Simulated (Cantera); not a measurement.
Feed: 1 mol SiHCl3, 0.46 mol NH3, 6.9 mol N2, at 1.00 Torr.

Method: chemical equilibrium by Gibbs-energy minimisation in Cantera with the NASA 1993 tables (ideal gas, pure condensed phases). Candidate condensed phases: NH4Cl, Si, Si3N4; 28 gas species. The tables' values for SiCl3, SiCl are old estimates; treat these amounts as uncertain. Kinetics and transport are ignored.

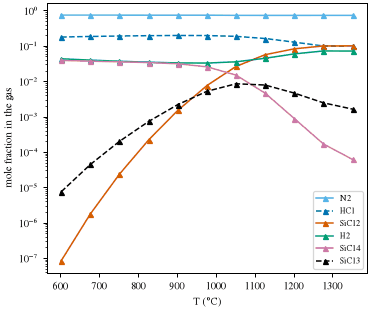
Equilibrium gas composition (values under 1e-9 drawn at 1e-9)

From 602 °C to 1202 °C the condensed part is Si3N4(s). From 1277 °C to 1352 °C nothing is condensed. The main Si-bearing gas is SiCl4 at 602 °C and SiCl2 at 1352 °C.
